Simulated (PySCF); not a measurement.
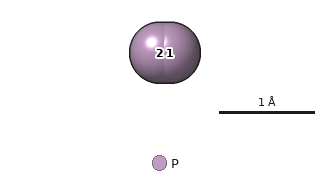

Figure 1. The structure (ball-and-stick view, seen on its broad side; atoms are numbered from 1 in the order of the input). Bond lengths as drawn: P–P 0.10 Å.

# P2 (charge −1): single-point calculation

P2, charge −1, multiplicity 2, computed with UKS-wb97/jorge-dzp (PySCF 2.14.0).

Some settings of this run were made unusual or wrong on purpose.

Input file:
```python
from pyscf import gto, dft

mol = gto.M(
    atom='P 0 0 0; P 0 0 0.1',
    basis='jorge-dzp',
    charge=-1,
    spin=1,
    verbose=4,
)
mf = dft.UKS(mol, xc='wb97')
mf.kernel()
mf.dip_moment()
print('orbital energies (hartree):', [e[max(0, n-3):n+3].round(4) for e, n in zip(mf.mo_energy, mol.nelec)])
```

Machine: 1 CPU thread, shared host.

Launch command:
```bash
OMP_NUM_THREADS=1 python input.py
```

The program's output:
```
PySCF version 2.14.0

[INPUT] verbose = 4
[INPUT] num. atoms = 2
[INPUT] num. electrons = 31
[INPUT] charge = -1
[INPUT] spin (= nelec alpha-beta = 2S) = 1
[INPUT] symmetry False subgroup None
[INPUT] Mole.unit = angstrom
[INPUT] Symbol           X                Y                Z      unit          X                Y                Z       unit  Magmom
[INPUT]  1 P      0.000000000000   0.000000000000   0.000000000000 AA    0.000000000000   0.000000000000   0.000000000000 Bohr   0.0
[INPUT]  2 P      0.000000000000   0.000000000000   0.100000000000 AA    0.000000000000   0.000000000000   0.188972612457 Bohr   0.0

nuclear repulsion = 1190.64872457
number of shells = 24
number of NR pGTOs = 88
number of NR cGTOs = 48
basis = jorge-dzp
ecp = {}

******** <class 'pyscf.dft.uks.UKS'> ********
method = UKS
initial guess = minao
damping factor = 0
level_shift factor = 0
DIIS = <class 'pyscf.scf.diis.CDIIS'>
diis_start_cycle = 1
diis_space = 8
diis_damp = 0
SCF conv_tol = 1e-09
SCF conv_tol_grad = None
SCF max_cycles = 50
direct_scf = True
direct_scf_tol = 1e-13
number electrons alpha = 16  beta = 15
XC library pyscf.dft.libxc version 7.0.0
    S. Lehtola, C. Steigemann, M. J.T. Oliveira, and M. A.L. Marques.,  SoftwareX 7, 1–5 (2018)
XC functionals = wb97
    J.-D. Chai and M. Head-Gordon.,  J. Chem. Phys. 128, 084106 (2008)
radial grids:
    Treutler-Ahlrichs [JCP 102, 346 (1995); DOI:10.1063/1.469408] (M4) radial grids

becke partition: Becke, JCP 88, 2547 (1988); DOI:10.1063/1.454033
pruning grids: <function nwchem_prune>
grids dens level: 3
symmetrized grids: False
atomic radii adjust function: <function treutler_atomic_radii_adjust>
small_rho_cutoff = 0
Set gradient conv threshold to 3.16228e-05
tot grids = 38360
init E= -224.945810242725

WARN: 3 small eigenvectors of overlap matrix removed because of linear dependency between AOs.

  alpha nocc = 16  HOMO = -0.186447115140328  LUMO = -0.0534942575984829

WARN: beta  nocc = 15  HOMO -0.186447115140531 >= LUMO -0.186447115140319

WARN: HOMO -0.186447115140328 >= LUMO -0.186447115140319

cycle= 1 E= -40.7880501650407  delta_E=  184  |g|= 1.39  |ddm|= 1.5e+04
  alpha nocc = 16  HOMO = 0.13980016708619  LUMO = 0.43304418479058
  beta  nocc = 15  HOMO = 0.148863343455122  LUMO = 0.354304581512278
  HOMO = 0.148863343455  LUMO = 0.354304581512  gap/eV = 5.59034
cycle= 2 E= -41.0692158533095  delta_E= -0.281  |g|= 0.525  |ddm|= 67.7
  alpha nocc = 16  HOMO = 0.06710227028902  LUMO = 0.383019215881244
  beta  nocc = 15  HOMO = 0.079595276507883  LUMO = 0.295467340142176
  HOMO = 0.0795952765079  LUMO = 0.295467340142  gap/eV = 5.87418
cycle= 3 E= -41.0988568377061  delta_E= -0.0296  |g|= 0.107  |ddm|= 4.88
  alpha nocc = 16  HOMO = 0.0494497326440843  LUMO = 0.370770005928116
  beta  nocc = 15  HOMO = 0.0631695622148438  LUMO = 0.28114242293636
  HOMO = 0.0631695622148  LUMO = 0.281142422936  gap/eV = 5.93134
cycle= 4 E= -41.1006256061953  delta_E= -0.00177  |g|= 0.0101  |ddm|= 2.95
  alpha nocc = 16  HOMO = 0.0482419996229307  LUMO = 0.369717887699049
  beta  nocc = 15  HOMO = 0.0624011375427365  LUMO = 0.280729635179448
  HOMO = 0.0624011375427  LUMO = 0.280729635179  gap/eV = 5.94102
cycle= 5 E= -41.100792275128  delta_E= -0.000167  |g|= 0.00317  |ddm|= 1.53
  alpha nocc = 16  HOMO = 0.0477834367974495  LUMO = 0.369395242016449
  beta  nocc = 15  HOMO = 0.0622091934540324  LUMO = 0.280667042146948
  HOMO = 0.062209193454  LUMO = 0.280667042147  gap/eV = 5.94454
cycle= 6 E= -41.1008211936778  delta_E= -2.89e-05  |g|= 0.00129  |ddm|= 0.604
  alpha nocc = 16  HOMO = 0.0477514539901976  LUMO = 0.369430963108709
  beta  nocc = 15  HOMO = 0.0624157113500295  LUMO = 0.280870838387028
  HOMO = 0.06241571135  LUMO = 0.280870838387  gap/eV = 5.94447
cycle= 7 E= -41.1008281322065  delta_E= -6.94e-06  |g|= 0.000279  |ddm|= 0.357
  alpha nocc = 16  HOMO = 0.0477061348383473  LUMO = 0.369425655982716
  beta  nocc = 15  HOMO = 0.0624639545571259  LUMO = 0.280885842121813
  HOMO = 0.0624639545571  LUMO = 0.280885842122  gap/eV = 5.94356
cycle= 8 E= -41.1008284282368  delta_E= -2.96e-07  |g|= 6.6e-05  |ddm|= 0.0672
  alpha nocc = 16  HOMO = 0.0476911331563852  LUMO = 0.369422861470113
  beta  nocc = 15  HOMO = 0.0624829082480304  LUMO = 0.280891062610881
  HOMO = 0.062482908248  LUMO = 0.280891062611  gap/eV = 5.94319
cycle= 9 E= -41.1008284425484  delta_E= -1.43e-08  |g|= 1.49e-05  |ddm|= 0.0115
  alpha nocc = 16  HOMO = 0.0476868347390984  LUMO = 0.369422363494133
  beta  nocc = 15  HOMO = 0.0624867084563301  LUMO = 0.280890296842132
  HOMO = 0.0624867084563  LUMO = 0.280890296842  gap/eV = 5.94306
cycle= 10 E= -41.1008284433815  delta_E= -8.33e-10  |g|= 4.22e-06  |ddm|= 0.0018
  alpha nocc = 16  HOMO = 0.0476861496292778  LUMO = 0.369422169525922
  beta  nocc = 15  HOMO = 0.0624867859092049  LUMO = 0.280889762845126
  HOMO = 0.0624867859092  LUMO = 0.280889762845  gap/eV = 5.94305
```

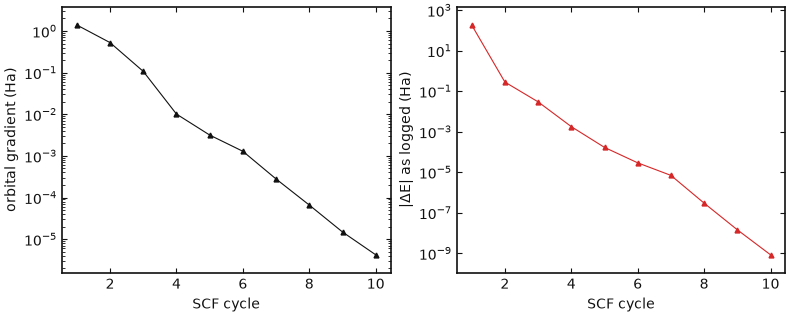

Figure 2. Convergence of the self-consistent field: orbital gradient and size of the energy change against the SCF cycle. The residual falls at every step.

```
Extra cycle  E= -41.1008284434497  delta_E= -6.82e-11  |g|= 2.67e-06  |ddm|= 0.000204
converged SCF energy = -41.1008284434497  <S^2> = 0.77573096  2S+1 = 2.0255675

WARN: System has nonzero charge -1; the dipole moment is origin-dependent.
Location of origin: [0. 0. 0.]

Dipole moment(X, Y, Z, Debye):  0.00000,  0.00000, -0.24016
orbital energies (hartree): [array([-0.1087,  0.0136,  0.0477,  0.367 ,  0.3701,  0.3806]), array([-0.8281, -0.0635,  0.0625,  0.2809,  0.3694,  0.3858])]
```

Outcome:

- outcome: converged
- SCF energy: −41.100828 hartree
- ⟨S²⟩: 0.776
- wall time: 2.4 s

Diagnosis:

Some settings of this run were drawn to be unusual or wrong. It converged; results that depend on the unusual settings are not reference values.
